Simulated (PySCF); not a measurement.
SMILES [SiH2] at its PBE0/def2-SVP optimised geometry (Å):

```
3

Si    -0.7509    -0.7669     0.0000
H      0.7833    -0.7669     0.0000
H     -0.7833     0.7669     0.0000
```

Method: PBE0/def2-TZVP run with PySCF.

Map of the deformation density (molecule minus spherical neutral atoms) (e/bohr³) on the plane z = 0.6 Å:

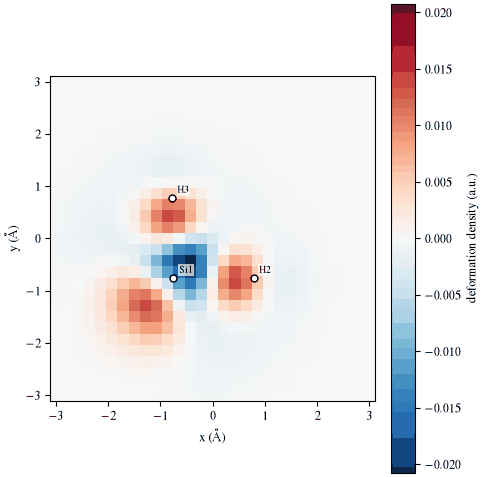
Figure. Deformation density (molecule minus spherical neutral atoms) (e/bohr³) on the plane z = 0.6 Å.
